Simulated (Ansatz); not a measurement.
**The cluster Cu2S: geometry, orbitals and charge**

What does the cluster Cu2S look like as a singlet, and where do its frontier electrons sit?

The runs use Ansatz 0.2.0, Gaussian basis; RKS PBE0-D4/def2-TZVP.

Plan: relaxation at B3LYP-D4/def2-TZVP; a single point at PBE0-D4/def2-TZVP.

3 further runs of the same task are left out: 3 set aside as unsound or not needed. Runs told in other sessions of the task aren't counted.

## Step 1: The starting structure

3 atoms, charge 0, spin multiplicity 1.

Atoms are counted from 1 here; the program's logs count them from 0.

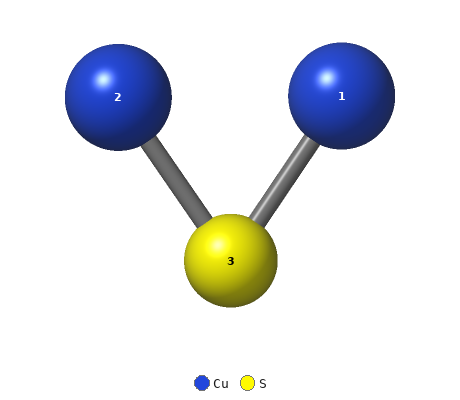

Start geometry, drawn with copper blue, sulfur yellow; atoms are numbered from 1 in the order of the file.

As a file:

```xyz
3

Cu    0.55647    1.09309   -0.45850
Cu    0.16340   -0.55211    1.17620
S    -0.71987   -0.54097   -0.71770
```

No spin-orbit coupling is included.

The start is a GFN1-xTB geometry.

## Step 2: Optimising with B3LYP-D4/def2-TZVP

Input file in.yaml:

```yaml
crystal:
  periodic: [false, false, false]
  atoms:
    - {symbol: Cu, position_ang: [0.556470, 1.093090, -0.458500]}
    - {symbol: Cu, position_ang: [0.163400, -0.552110, 1.176200]}
    - {symbol: S, position_ang: [-0.719870, -0.540970, -0.717700]}
basis:
  gaussian: {orbitals: def2-TZVP}
hamiltonian: {xc: {name: B3LYP}, dispersion: d4}
scf: {lower_state_search: "off"}
output: {orbitals: {seedname: orbitals}}
relax: {f_tol: 0.02, max_steps: 100}
```

The run is started by

```console
$ ansatz run in.yaml --threads 4 --pin off --events-out ev --progress --plain --max-ram 3916MiB
```

Output, shortened:

```text
Functional definition: B3LYP
  name "B3LYP"
  cite "Stephens, Devlin, Chabalowski & Frisch, J. Phys. Chem. 98, 11623 (1994) doi:10.1021/j100096a001"
  cite "Becke, Phys. Rev. A 38, 3098 (1988) doi:10.1103/PhysRevA.38.3098"
  cite "Lee, Yang & Parr, Phys. Rev. B 37, 785 (1988) doi:10.1103/PhysRevB.37.785"
  cite "Vosko, Wilk & Nusair, Can. J. Phys. 58, 1200 (1980) doi:10.1139/p80-159"
[...]
1215 factors; integrals over basis functions are off by at most 2.7e-4 eV
[...]
mean field -100121.75468110 eV, -3679.4066195676 hartree, gradient 2.6e-6 eV, S^2 0.000000; 0 other end points of the search recorded, 0 dependent functions left out
[...]
reference -100121.75489706 eV, -3679.4066275039 hartree; 37, 37 occupied and 90, 90 virtual orbitals, 1215 factors
relax step   1: F+E_penalty+E_count = -100121.92199206 eV  Δ(F+E_penalty+E_count) = +0.000e0 eV  max|allowed force component| = 9.254e-1 eV/Å  Δτ_max = 0.0000 Å  (19 SCF iters, accepted)
[...]
relax step   3: F+E_penalty+E_count = -100122.02498656 eV  Δ(F+E_penalty+E_count) = -4.483e-2 eV  max|allowed force component| = 1.726e-1 eV/Å  Δτ_max = 0.0976 Å  (25 SCF iters, accepted)
[...]
relax step   4: F+E_penalty+E_count = -100122.02768366 eV  Δ(F+E_penalty+E_count) = -2.697e-3 eV  max|allowed force component| = 1.662e-2 eV/Å  Δτ_max = 0.0186 Å  (31 SCF iters, accepted)
Total energy: -100122.02790264 eV, -3679.4166602739 hartree
Atom 0 at     0.566577     1.186038    -0.576570 Å, force    -0.009409    -0.014956     0.002457 eV/Å
Atom 1 at     0.123745    -0.667226     1.264757 Å, force    -0.004808     0.004263    -0.016618 eV/Å
Atom 2 at    -0.690322    -0.518802    -0.688187 Å, force     0.014217     0.010693     0.014161 eV/Å
Dipole moment:     0.602114     0.452514     0.600251 e Å
Checks for a lower state left out: stability, starts, cluster_reference, orbital_swaps, neighbouring_geometries, increment
```

Run time: 7.5 s. Hardware: 4 threads of Arm Neoverse V1, shared host.

Step by step:

```tsv
step	energy from step 1 (eV)	largest force component (eV/Å)
1	0.0000	0.9254
2	-0.0582	0.4589
3	-0.1030	0.1726
4	-0.1057	0.0166
```

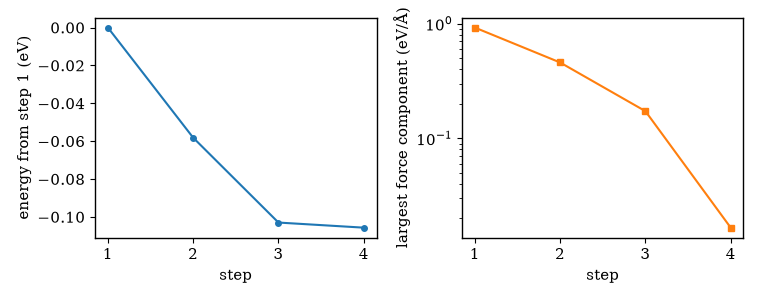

Energy and largest force along the relaxation.

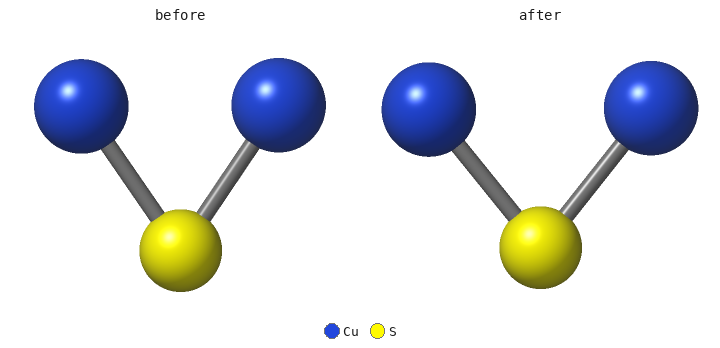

The geometry before (left) and after (right).

Close pairs (by a distance rule), those that changed most:

```tsv
bond	before (Å)	after (Å)	change (Å)
Cu1–Cu2	2.352	2.650	+0.297
Cu1–S3	2.090	2.121	+0.031
Cu2–S3	2.090	2.121	+0.031
```

Bonds by kind at the end (by distance):

```tsv
bond	count	shortest (Å)	longest (Å)
Cu–S	2	2.121	2.121
```

## Step 3: Single point, PBE0-D4/def2-TZVP

start.molden holds the orbitals of an earlier run on this state, given as this run's starting guess.

Input file in.yaml:

```yaml
crystal:
  periodic: [false, false, false]
  atoms:
    - {symbol: Cu, position_ang: [0.566577, 1.186038, -0.576570]}
    - {symbol: Cu, position_ang: [0.123745, -0.667226, 1.264757]}
    - {symbol: S, position_ang: [-0.690322, -0.518802, -0.688187]}
basis:
  gaussian: {orbitals: def2-TZVP, initial_orbitals: start.molden}
hamiltonian: {xc: pbe0, dispersion: d4}
output: {forces: true, orbitals: {seedname: orbitals}}
```

Same command.

Output, shortened:

```text
Functional definition: PBE0
  name "PBE0"
  cite "Adamo & Barone, J. Chem. Phys. 110, 6158 (1999) doi:10.1063/1.478522"
  cite "Perdew, Burke & Ernzerhof, Phys. Rev. Lett. 77, 3865 (1996) doi:10.1103/PhysRevLett.77.3865"
  parent pbe
[...]
1163 factors; integrals over basis functions are off by at most 6.3e-4 eV
[...]
mean field -100101.61933051 eV, -3678.6666590816 hartree, gradient 4.1e-5 eV, S^2 0.000000; 1 other end points of the search recorded, 0 dependent functions left out
[...]
reference -100101.61936270 eV, -3678.6666602646 hartree; 37, 37 occupied and 90, 90 virtual orbitals, 1163 factors
Total energy: -100101.70209734 eV, -3678.6697007066 hartree
Atom 0 at     0.566577     1.186038    -0.576570 Å, force    -0.142981    -0.218690     0.024465 eV/Å
Atom 1 at     0.123745    -0.667226     1.264757 Å, force    -0.078188     0.052472    -0.244951 eV/Å
Atom 2 at    -0.690322    -0.518802    -0.688187 Å, force     0.221169     0.166218     0.220486 eV/Å
Dipole moment:     0.653604     0.491210     0.651583 e Å
```

It took 2.8 s on 4 threads of Arm Neoverse V1, shared host.

From the report: HOMO -5.69 eV, LUMO -2.42 eV.

Mulliken charges, from this run's orbitals:

```tsv
atom	value (e)
Cu1	0.30
Cu2	0.30
S3	-0.60
```

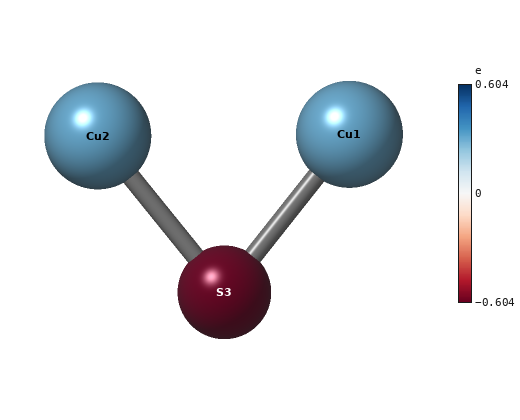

Mulliken charges, from this run's orbitals, as colours on the atoms.

Largest Mayer bond orders: Cu1–S3 1.09; Cu2–S3 1.09; Cu1–Cu2 0.18.

Orbitals, density, ELF and potential are computed afterwards from the orbital file.

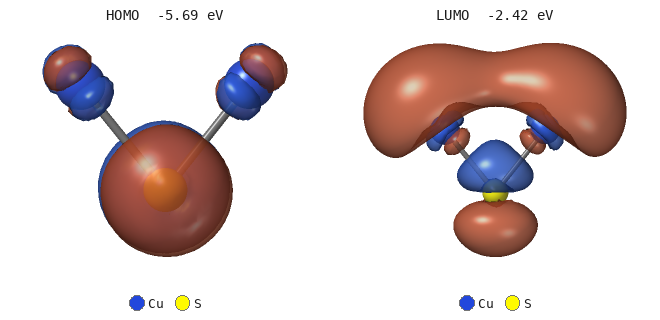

Frontier orbitals at PBE0-D4/def2-TZVP; each surface holds 70 % of the orbital's density, blue and red mark the sign.

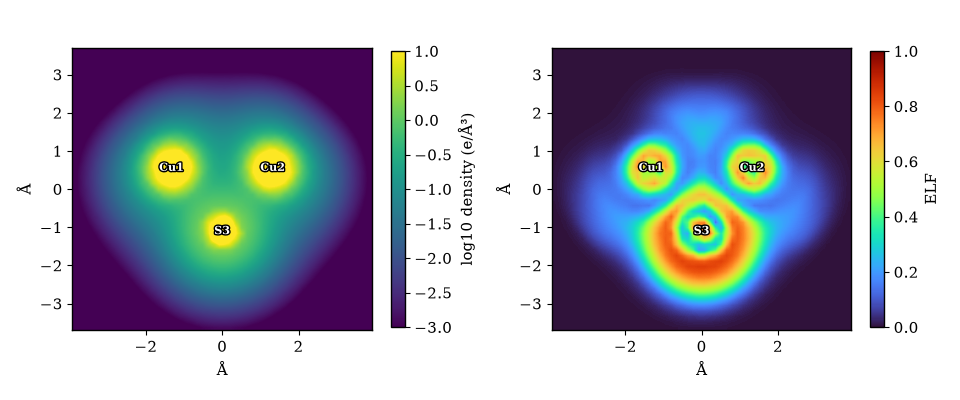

Density (left) and ELF (right) in a plane through or near 3 of the atoms.

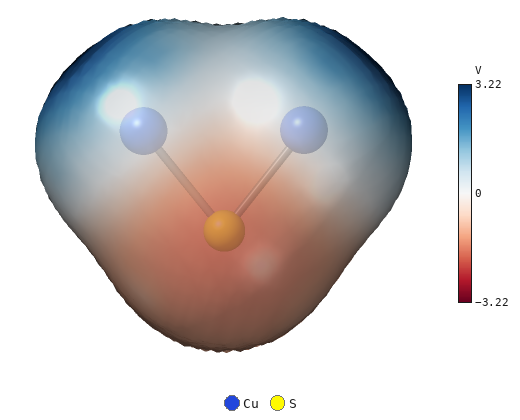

Electrostatic potential on the surface of density 0.002 e/bohr³; red is low, blue high. It runs from -1.72 V near S3 to 3.22 V near Cu1.

## Step 4: Results

```
                       quantity                           value
                    point group                             C2v
                 commonest bond  Cu–S, 2 of mean length 2.121 Å
HOMO, LUMO at PBE0-D4/def2-TZVP                 -5.69, -2.42 eV
   dipole at B3LYP-D4/def2-TZVP                          4.63 D
```

In words: The molecule keeps its bonding pattern by the stored test; the atoms moved 0.13 Å (rms). No usable vibrations, so a minimum isn't proven. The HOMO lies nearest to S3 74 %; Cu1, Cu2 about 13 % each and the LUMO to Cu1, Cu2 about 39 % each; S3 22 %. Whether this spin is the lowest isn't tested here.
